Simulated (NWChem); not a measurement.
# SnTe (SMILES [Sn][Te]): levels of theory compared

Aim: a comparison of 3 runs (B3LYP/def2-TZVPPD, PBE0/def2-TZVPPD, CCSD(T)/def2-TZVPPD) of SnTe. 

The results are computed with NWChem 7.3.0.

## Step 1: The molecule

The species is SnTe (2 atoms), meant as a singlet with charge 0. As SMILES, `[Sn][Te]`. The shape is that of a PBE0-D4/def2-TZVP optimisation.

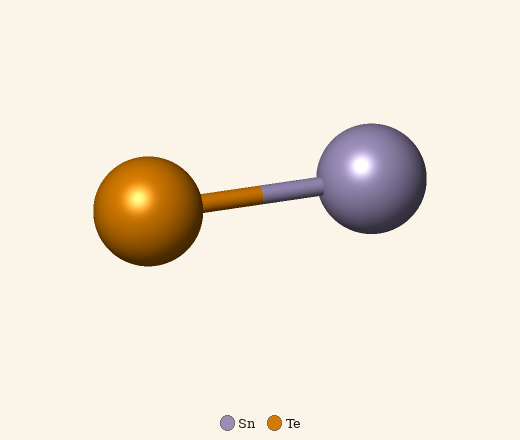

The structure, seen from a chosen angle (tin purple, tellurium orange).

## Step 2: Energy and gradient at B3LYP/def2-TZVPPD (core potential) (run 1)

The input, run.py:

```python
from ase import Atoms
from ase.calculators.nwchem import NWChem

mol = Atoms('SnTe', positions=[
    [0.000000, 0.000000, 0.009440],
    [-0.000000, -0.000000, 2.527330],
])

calc = NWChem(
    label='sp',
    theory='dft',
    memory='2200 mb',
    basis='def2-TZVPPD',
    basispar='spherical bse',
    dft={'xc': 'b3lyp', 'mult': '1', 'grid': 'fine', 'convergence': 'energy 1e-08', 'iterations': '100', 'mulliken': None},
    **{'ecp bse': {'Sn library': 'def2-TZVPPD', 'Te library': 'def2-TZVPPD'}},
)
mol.calc = calc

forces = mol.get_forces()
print("Total energy (eV):", round(mol.get_potential_energy(), 6))
print("forces (eV/A):")
for s, f in zip(mol.symbols, forces):
    print(f"{s:2s} {f[0]:10.5f} {f[1]:10.5f} {f[2]:10.5f}")
print("dipole (e A):", mol.get_dipole_moment().round(4))
```

Run with:

```sh
$ export ASE_NWCHEM_COMMAND="nwchem PREFIX.nwi > PREFIX.nwo"
$ python run.py
```

Standard output:

```text
Total energy (eV): -13130.850048
forces (eV/A):
Sn    0.00000   -0.00000   -0.37317
Te   -0.00000    0.00000    0.37317
dipole (e A): [ 0.     0.    -0.502]
```

The calculator wrote sp.nwi:

```
title "sp"

permanent_dir sp

scratch_dir sp

start sp

geometry units angstrom nocenter noautosym noautoz
  Sn 0.0000000000000000e+00 0.0000000000000000e+00 9.4400000000000005e-03
  Te -0.0000000000000000e+00 -0.0000000000000000e+00 2.5273300000000001e+00
end

memory 2200 mb

basis spherical bse noprint
   * library def2-TZVPPD
end

dft
  xc b3lyp
  mult 1
  grid fine
  convergence energy 1e-08
  iterations 100
  mulliken
end
ecp bse
  Sn library def2-TZVPPD
  Te library def2-TZVPPD
end

task dft gradient
```

sp.nwo:

```text
Northwest Computational Chemistry Package (NWChem) 7.3.0
             --------------------------------------------------------

           Job information
           ---------------

    nwchem branch   = 7.3.0
    use scalapack   = T
    input           = sp.nwi
    prefix          = sp.
    data base       = sp/sp.db
    status          = startup
    nproc           =        1

           Memory information
           ------------------

[... 5 lines left out ...]
    hardfail = no
[... 75 lines left out ...]
  convergence criterion.
[... 41 lines left out ...]
          Spatial weights used:  Erf1
[... 32 lines left out ...]
 1-e energy   =   -1064.244295
[... 50 lines left out ...]
           Coulomb energy =      510.885373569613
[... 898 lines left out ...]
          Convergence on density requested:  1.00D-05
[... 27 lines left out ...]
          total energy or number of iterations.
[... 33 lines left out ...]
                 ----------------------------------------
                 |  Time  |  1-e(secs)   |  2-e(secs)   |
                 ----------------------------------------
                 |  CPU   |       0.07   |      18.69   |
                 ----------------------------------------
                 |  WALL  |       0.07   |      18.69   |
                 ----------------------------------------

 Task  times  cpu:       50.2s     wall:       50.2s
 Total times  cpu:       50.3s     wall:       50.3s
```

It took 52 s on 1 thread of AMD EPYC 7B13 (Zen 3), shared host; peak memory 0.14 GiB.

## Step 3: Energy and forces at PBE0/def2-TZVPPD (core potential) (run 2)

The input, test.nw:

```
START test
memory stack 880 mb heap 220 mb global 1100 mb

GEOMETRY units angstrom noautosym nocenter noautoz
  Sn    0.000000    0.000000    0.009440
  Te    0.000000    0.000000    2.527330
END

BASIS spherical bse
  * library def2-TZVPPD
END

ECP bse
  Sn library def2-TZVPPD
  Te library def2-TZVPPD
END

DFT
  xc pbe0
  grid fine
  convergence energy 1e-08
  maxiter 100
  mulliken
END

TASK dft gradient
```

Run with:

```sh
$ nwchem test.nw > test.out
```

Standard output:

```text
[...]
          Wavefunction type:  closed shell.
          No. of atoms     :     2
          No. of electrons :    46
[...]
          Charge           :     0
          Spin multiplicity:     1
[...]
          AO basis - number of functions:   115
[...]
              XC Information
              --------------
                         PBE0 Method XC Functional
                     Hartree-Fock (Exact) Exchange  0.250
          PerdewBurkeErnzerhof Exchange Functional  0.750
            Perdew 1991 LDA Correlation Functional  1.000 local
           PerdewBurkeErnz. Correlation Functional  1.000 non-local
[...]
 d= 0,ls=0.0,diis     1   -482.3308697442 -5.93D+02  1.99D-02  2.94D-01     3.9
[...]
 d= 0,ls=0.0,diis    11   -482.4014422051 -6.60D-10  8.45D-08  1.05D-10    30.7
         Total DFT energy =     -482.401442205134
      One electron energy =    -1065.479219384705
           Coulomb energy =      510.950559778688
    Exchange-Corr. energy =      -38.840929528427
 Nuclear repulsion energy =      110.968146929310
[...]
  wavefunction    = closed shell
                         DFT ENERGY GRADIENTS
    atom               coordinates                        gradient
                 x          y          z           x          y          z
   1 Sn      0.000000   0.000000   0.017839   -0.000000   0.000000  -0.000093
   2 Te      0.000000   0.000000   4.775961    0.000000  -0.000000   0.000093
[...]
```

It took 53 s on 1 thread of AMD EPYC 7B13 (Zen 3), shared host; peak memory 0.14 GiB.

## Step 4: The energy at CCSD(T)/def2-TZVPPD (core potential) (run 3)

The input, calc.nw:

```
start calc
memory total 2200 mb
geometry units bohr noautosym nocenter noautoz
  Sn   0.00000000   0.00000000   0.01783901
  Te   0.00000000   0.00000000   4.77596153
end
basis spherical bse
  Sn library def2-TZVPPD
  Te library def2-TZVPPD
end
ecp bse
  Sn library def2-TZVPPD
  Te library def2-TZVPPD
end
scf
  thresh 1e-08
  maxiter 80
  print medium
end
ccsd
  freeze core 8
  maxiter 60
end
task ccsd(t) energy
```

Run with:

```sh
$ nwchem calc.nw > calc.out
```

Standard output:

```text
[...]
  functions       =   115
[...]
  wavefunction    = RHF
[...]
         Total SCF energy =   -480.414083125929
      One-electron energy =  -1064.908902438108
      Two-electron energy =    473.526680559838
 Nuclear repulsion energy =    110.968138752341
        Time for solution =     41.2s
[...]
 Total MP2 energy:           -481.175028493826460
[...]
             energy      energy      error      ampl     ampl      Block
                                                time     time      time
[...]
 Total CCSD energy:           -481.136215015568894
[...]
 Total CCSD+T(CCSD) energy:           -481.163818995156817
[...]
 Total CCSD(T) energy:                -481.161715353700174
[...]
```

Wall time 8.1 min (1 thread of AMD EPYC 7B13 (Zen 3), shared host); peak memory 0.56 GiB.

## Step 5: The series

```csv
run,level,task,integration grid,energy (Eh),dipole moment (D) of the reference,HOMO energy (eV),LUMO energy (eV),wall time
1,B3LYP/def2-TZVPPD (core potential),gradient,fine,-482.549843,2.41,-6.48,-2.83,52 s
2,PBE0/def2-TZVPPD (core potential),gradient,fine,-482.401442,2.49,-6.69,-2.66,53 s
3,CCSD(T)/def2-TZVPPD (core potential),energy,–,-481.161715,–,-8.44,-0.20,8.1 min
```

## Step 6: Summary of results

| quantity | value |
| --- | --- |
| run 3: total energy | -481.16172 Eh |
| run 3: HOMO energy (Hartree–Fock orbitals) | -8.44 eV |
| run 3: LUMO energy (Hartree–Fock orbitals) | -0.20 eV |
| run 3: HOMO–LUMO gap (Hartree–Fock orbitals) | 8.23 eV |
| run 3: correlation energy (8 core orbitals frozen) | -747.6 mEh |
| run 3: (T) correction | -25.50 mEh |

Totals of different functionals can't be ranked against each other. All runs together took 9.8 min, the longest 8.1 min.
